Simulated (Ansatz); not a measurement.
Potential energy surface of H3N (cation, charge +1), doublet: map of symmetric stretch and umbrella angle. Scanned: N-H bond length and angle between the N-H bonds and the threefold axis (90 = planar).

Method: Ansatz (a quantum-chemistry and plane-wave program) with CCSDT(Q) on UHF/cc-pVDZ, frozen core.

Energy in eV above the lowest grid point; x is the N-H bond length (Å), y the angle between the N-H bonds and the threefold axis (90 = planar) (°).

```
y \ x    0.90   0.93   0.99   1.05   1.10   1.13   1.18   1.22   1.27
------  -----  -----  -----  -----  -----  -----  -----  -----  -----
130     5.387  4.597  3.631  3.281  3.322  3.456  3.814  4.193  4.747
126.30  4.487  3.723  2.809  2.509  2.590  2.746  3.140  3.546  4.131
121.78  3.605  2.866  2.003  1.752  1.871  2.049  2.478  2.909  3.524
117.79  2.993  2.272  1.445  1.229  1.376  1.569  2.021  2.469  3.105
114.42  2.582  1.874  1.072  0.880  1.045  1.248  1.716  2.177  2.827
110.21  2.184  1.490  0.715  0.547  0.730  0.944  1.428  1.901  2.565
105.86  1.889  1.206  0.453  0.304  0.503  0.725  1.221  1.704  2.380
102.20  1.715  1.040  0.302  0.166  0.374  0.601  1.106  1.595  2.279
98.92   1.607  0.939  0.211  0.084  0.298  0.528  1.038  1.531  2.220
93.05   1.507  0.844  0.127  0.009  0.230  0.464  0.980  1.477  2.171
90      1.494  0.833  0.117  0.000  0.221  0.456  0.973  1.471  2.165
```

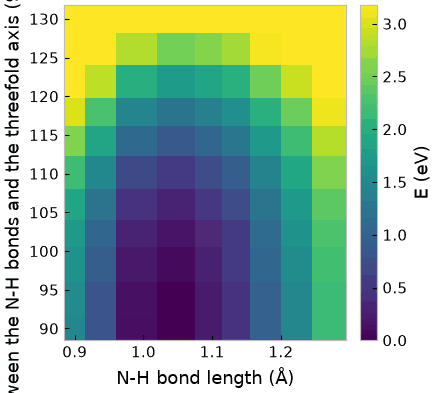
Fig. 1. Energy surface, cut off at 3 eV.

Points that lie below all their neighbours on the grid: x = 1.05, y = 90 on the edge of the grid (0.000 eV).
